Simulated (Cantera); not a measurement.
Charge: 1 mol MgO, 0.62 mol NF3, 0.65 mol O2, at 1330 Pa.

Cantera equilibrium calculation (NASA polynomials, part measured and part estimated; ideal gas, pure solids and liquids). Candidate condensed phases: Mg, MgF2, MgO; 24 gas species. Mutual solubility and eutectic melting of coexisting phases are not modelled. Equilibrium is a limit: real reactors are often held back by kinetics, nucleation or transport.

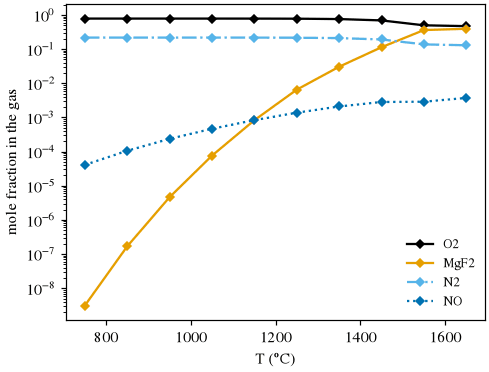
Figure. Equilibrium gas composition (values under 1e-9 drawn at 1e-9)

From 750 °C to 1250 °C the condensed part is MgF2(s) + MgO(s). From 1350 °C to 1550 °C the condensed part is MgF2(l) + MgO(s). At 1650 °C the condensed part is MgO(s).
